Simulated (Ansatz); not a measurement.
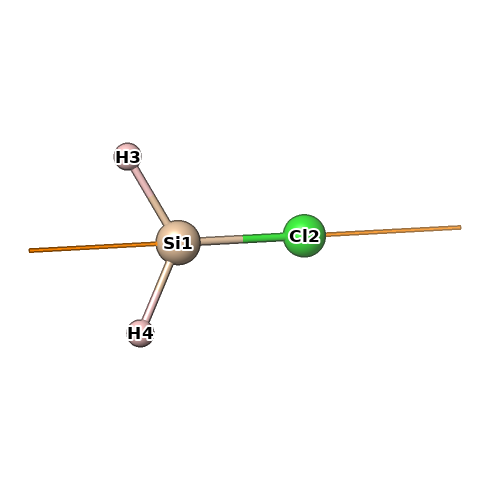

A line through the centre of mass is drawn in. Distant atoms are faded towards the background colour. State: charge +1, singlet. Computed geometry: PBE-D4/def2-SVP optimisation. No frequency run is at hand to confirm it as a minimum.

> Is the line a proper rotation axis of the structure, and of what order?

Yes, a C2 axis. A turn by 180° leaves Si1, Cl2 in place and moves H3 ↔ H4. The point group is C2v.
